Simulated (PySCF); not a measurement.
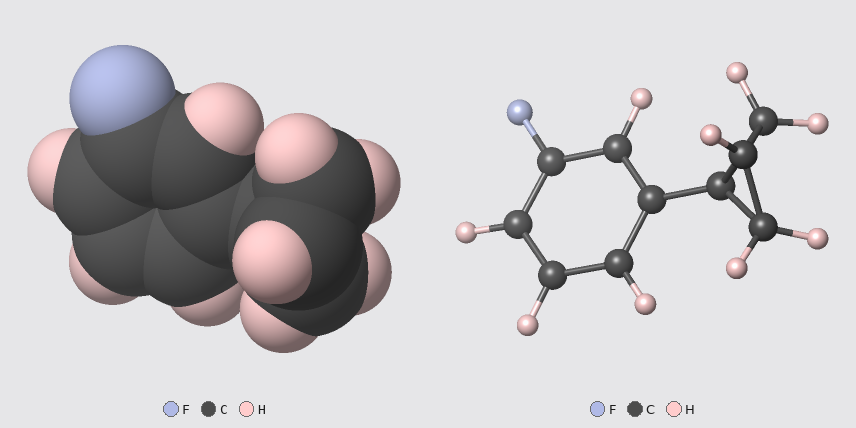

Both panels show the same species.

> Count the atoms of each element.

C10H9F, 20 atoms: 10 carbon, 9 hydrogen and 1 fluorine.

> Count the bonded pairs by element.

12 C–C, 9 C–H, 1 C–F.

> What is the point group of this geometry?

C1.

> Describe its rings.

Independent rings (smallest set): 2 of 3 members, 1 of 6 members, 1 of them aromatic.

The parts below concern this one geometry. Atoms keep their numbers from picture to picture. Computed geometry: PBE0-D3(BJ)/def2-SVP optimisation. No frequency run is at hand to confirm it as a minimum.

## Geometry

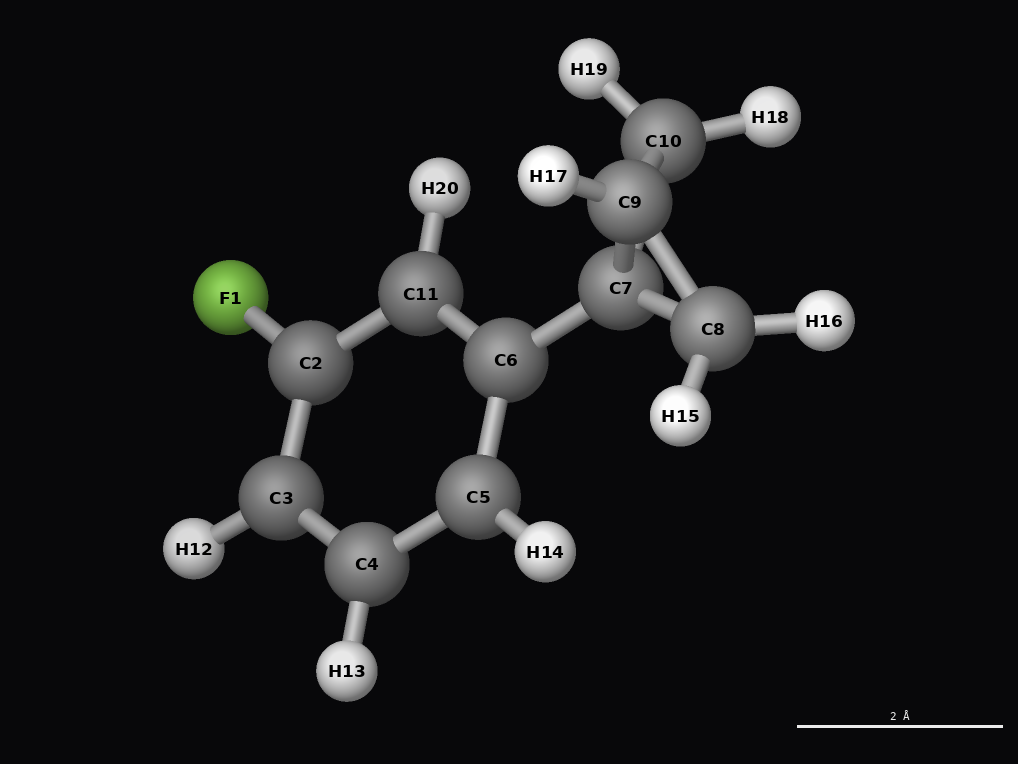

Atoms carry their numbers in the input. No frequency run is at hand to confirm it as a minimum.

What are the angles C4–C3–H12, C4–C5–C6, C4–C5–H14, C6–C7–C8, C6–C11–H20, C7–C8–H15, C7–C9–C8, C8–C7–C9, C8–C9–H17, C9–C7–C10, C9–C8–H16, C10–C9–H17?

| angle | degrees |
| --- | --- |
| C4–C3–H12 | 122.3 |
| C4–C5–C6 | 120.6 |
| C4–C5–H14 | 119.7 |
| C6–C7–C8 | 130.4 |
| C6–C11–H20 | 121.6 |
| C7–C8–H15 | 117.1 |
| C7–C9–C8 | 60.3 |
| C8–C7–C9 | 59.6 |
| C8–C9–H17 | 129.8 |
| C9–C7–C10 | 59.6 |
| C9–C8–H16 | 119.3 |
| C10–C9–H17 | 129.7 |

## NMR shielding

The questions are on isotropic NMR shieldings of the H atoms. No frequency run is at hand to confirm it as a minimum. Method: GIAO PBE0/pcSseg-1 NMR shielding, non-relativistic, IEF-PCM benzene (PySCF 2.14.0).

Give the isotropic NMR shieldings of the H atoms atom by atom.

| atom | σ (ppm) |
| --- | --- |
| H12 | 24.24 |
| H13 | 23.80 |
| H14 | 24.05 |
| H15 | 29.10 |
| H16 | 30.19 |
| H17 | 29.43 |
| H18 | 30.17 |
| H19 | 29.09 |
| H20 | 24.13 |

## Electronic properties

No frequency run is at hand to confirm it as a minimum. Properties computed with PBE0/pcSseg-1 in methanol (IEF-PCM) (PySCF 2.14.0).

> Estimate the dipole moment.

2.10 D.

> What is the HOMO energy (Kohn–Sham orbital)?

−6.40 eV.

> What is the LUMO energy (Kohn–Sham orbital)?

−0.58 eV.

## Bond orders

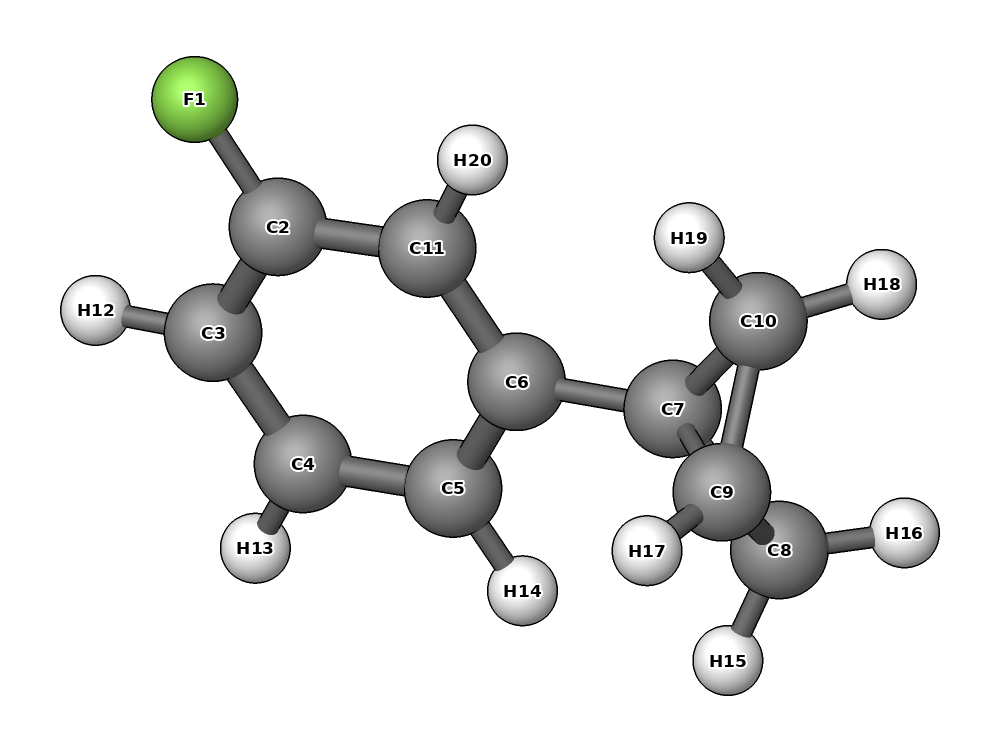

The thickness of each stick grows with its Mayer bond order. No frequency run is at hand to confirm it as a minimum. Computed with PBE0/pcSseg-1 in benzene (IEF-PCM) (PySCF 2.14.0).

> Which bond between heavy atoms has the lowest Mayer bond order?

C7–C9, 0.76, at 1.494 Å.

List the Mayer bond orders of F1–C2, C2–C3, C2–C11, C3–C4, C4–C5, C5–C6, C6–C7, C6–C11, C7–C8, C7–C9, C7–C10, C8–C9, C9–C10 (bonds between heavy atoms, one of each equivalent set).

```csv
bond,Mayer order,length (Å)
F1–C2,0.88,1.334
C2–C3,1.43,1.389
C2–C11,1.44,1.387
C3–C4,1.40,1.394
C4–C5,1.45,1.392
C5–C6,1.40,1.404
C6–C7,1.01,1.465
C6–C11,1.37,1.402
C7–C8,1.05,1.496
C7–C9,0.76,1.494
C7–C10,1.05,1.497
C8–C9,0.98,1.487
C9–C10,0.98,1.487
```
